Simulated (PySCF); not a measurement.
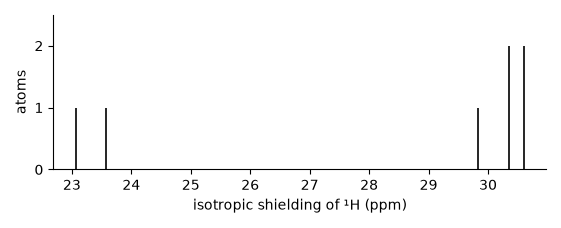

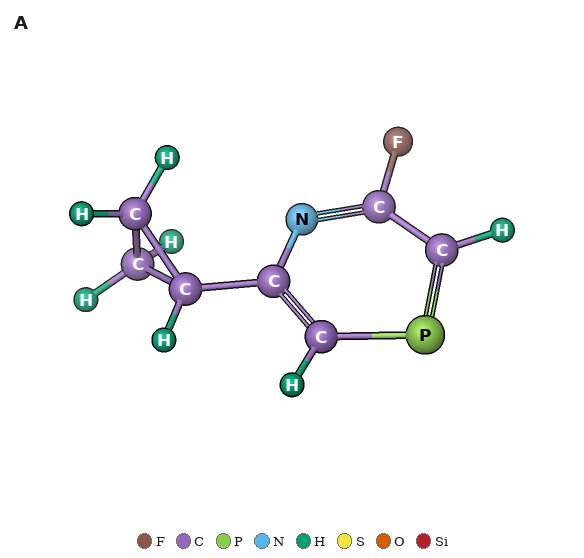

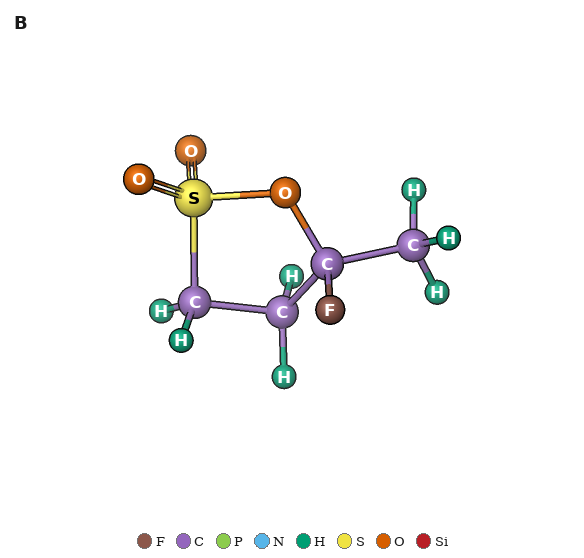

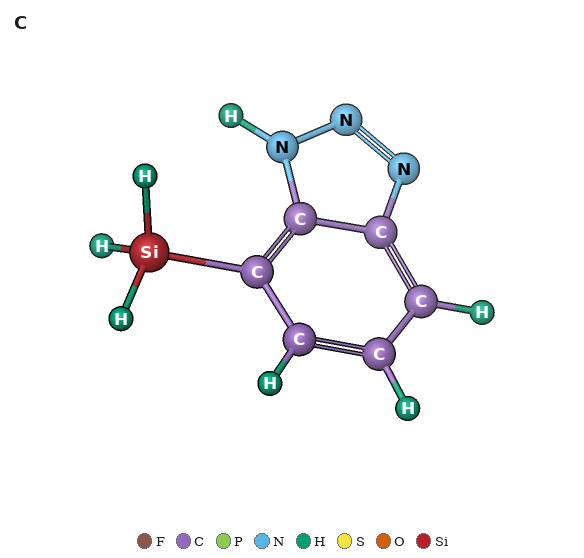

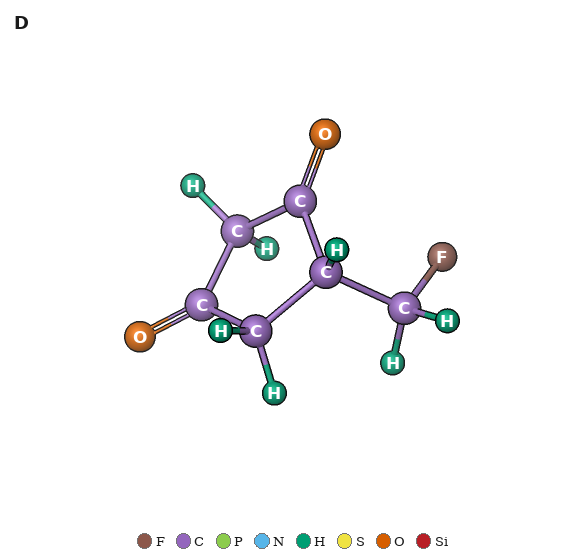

The sticks are computed shieldings of one of the molecules, for one fixed geometry (GFN2-xTB) without averaging over rotations. Low shielding means a high chemical shift. Method: GIAO PBE0/pcSseg-1 NMR shielding, non-relativistic, gas phase (PySCF 2.14.0).

Question: Match the spectrum to a structure.

Answer: A, `Fc1cpcc(C2CC2)n1`. Its 7 H atoms give lines at 23.06, 23.57, 29.83, 30.36 (2 atoms), 30.61 (2 atoms) ppm.

The geometry is semi-empirical. Around P, Si such bond lengths and angles can be off by a tenth of an ångström or more and by several degrees, and values that hang on the shape move with them.
